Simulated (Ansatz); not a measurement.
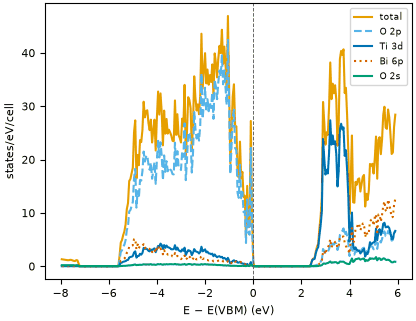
Fig. 1. Total and projected density of states of Ti$_{3}$Bi$_{4}$O$_{12}$ in space group Pc (No. 7; Pearson symbol mP38), PBEsol (plane waves, PAW; program Ansatz)

Q: Which orbitals carry the states next to the gap?

A: Top 1 eV of the valence band: O 2p 83 %, Bi 6s 9 %. Bottom 1 eV of the conduction band: Ti 3d 74 %, Bi 6p 11 %, O 2p 11 %. Projections are on Löwdin-orthogonalised atomic valence shells; empty p or d shells of many metals are not among them.

Q: Where is the tallest occupied peak in this window, and what makes it?

A: Near -1.1 eV, about 47 states/eV per cell; the largest projected share is O 2p.

The workflow started from a Materials Project entry (that database holds measured and hypothetical structures alike); the Crystallography Open Database copy checked does not list it. COD files the formula under space group No. 41. Whether it is the stable phase at ambient conditions was not checked. The cell was relaxed with PBEsol under the symmetry of its start; its stability against distortions is not shown here. No spin polarisation was allowed. Spin–orbit coupling is left out wherever it is not named.

Potentials: the later of the program's two PAW sets.
